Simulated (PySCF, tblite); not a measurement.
# C₅H₁₅NSi₂: geometry, infrared bands and NMR shifts

What infrared bands and NMR shifts should C₅H₁₅NSi₂ (`CCC[Si@H]1CC[SiH2]N1`) show?

Computed with tblite 0.8.0 and PySCF 2.14.0, with density-fitted response routines of our own, on a single molecule in the gas phase. Atoms are numbered from 0 throughout.

## 1. The starting structure

23 atoms, charge 0, multiplicity 1; geometry from: force field or distance geometry start.

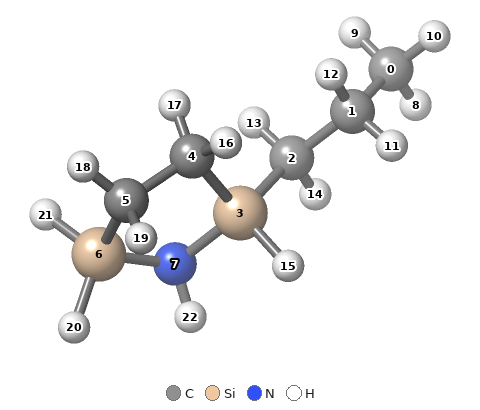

The starting geometry (carbon grey, silicon light orange, nitrogen blue, hydrogen white), atoms numbered.

## 2. Geometry optimisation with GFN2-xTB

Job settings and geometry (Å):

```
{"job": {"kind": "relax", "xc": "GFN2-xTB", "basis": "xTB"}, "charge": 0, "multiplicity": 1}
C     -3.668300    -0.065200    -0.374500
C     -2.321200    -0.260800     0.266400
C     -1.245100     0.637800    -0.350400
Si     0.460100     0.493900     0.359600
C      1.192300    -1.247700     0.146300
C      2.707900    -1.044400     0.089800
Si     2.987200     0.650700    -0.702700
N      1.572500     1.566800    -0.386400
H     -4.012100     0.968400    -0.255700
H     -3.643700    -0.295100    -1.438400
H     -4.422800    -0.720400     0.088600
H     -2.404500    -0.064700     1.352500
H     -2.032000    -1.317100     0.183200
H     -1.193700     0.430800    -1.431500
H     -1.578300     1.694500    -0.255300
H      0.476900     0.851300     1.814000
H      0.905300    -1.928500     0.944400
H      0.834500    -1.669600    -0.809900
H      3.205700    -1.847600    -0.452100
H      3.128700    -1.030600     1.115700
H      4.122000     1.371400    -0.082900
H      3.125900     0.529000    -2.164500
H      1.797800     2.324200     0.264500
```

Command:

```
> OMP_NUM_THREADS=1 python probes_run.py task.json out
```

This one command runs all jobs of the session in turn.

**Question.** This job is followed by: GFN2-xTB harmonic vibrations, gas phase; GIAO PBE0/pcSseg-1 NMR shielding, non-relativistic, gas phase. Predict these results of the whole session: strongest single infrared mode (GFN2-xTB); zero-point energy (GFN2-xTB); 13C shifts against TMS (PBE0/pcSseg-1); 1H shifts against TMS (PBE0/pcSseg-1, means over atoms taken as alike); 29Si shifts against TMS (PBE0/pcSseg-1); 15N shifts against NH3 (PBE0/pcSseg-1).

**Answer**, as computed:

```
                                                              quantity                                                                              value
                             strongest single infrared mode (GFN2-xTB)                                                              2194 cm⁻¹, 510 km/mol
                                          zero-point energy (GFN2-xTB)                                                                     118.6 kcal/mol
                                13C shifts against TMS (PBE0/pcSseg-1)                                                    23.8, 21.4, 19.8, 10.0, 7.7 ppm
1H shifts against TMS (PBE0/pcSseg-1, means over atoms taken as alike)  5.07, 4.97, 4.96, 1.31, 1.24, 1.21, 1.12, 1.09, 1.05, 0.90, 0.69, 0.50, -0.38 ppm
                               29Si shifts against TMS (PBE0/pcSseg-1)                                                                     1.2, -24.3 ppm
                                15N shifts against NH3 (PBE0/pcSseg-1)                                                                           17.8 ppm
```

The optimisation took 67 steps and gained 0.459 eV; among the close pairs (by a distance rule), C2–Si3 changed most, from 1.853 to 1.898 Å. All 63 modes are real, so the xTB geometry is a minimum. The strongest single mode, at 2194 cm⁻¹, moves mainly H21. GFN2-xTB is a fitted tight-binding method: band positions and strengths are rough. Its intensities can rank the bands wrongly. At PBE0/pcSseg-1: The widest tensor belongs to Si6: span 96 ppm, with a paramagnetic part of -507 ppm.
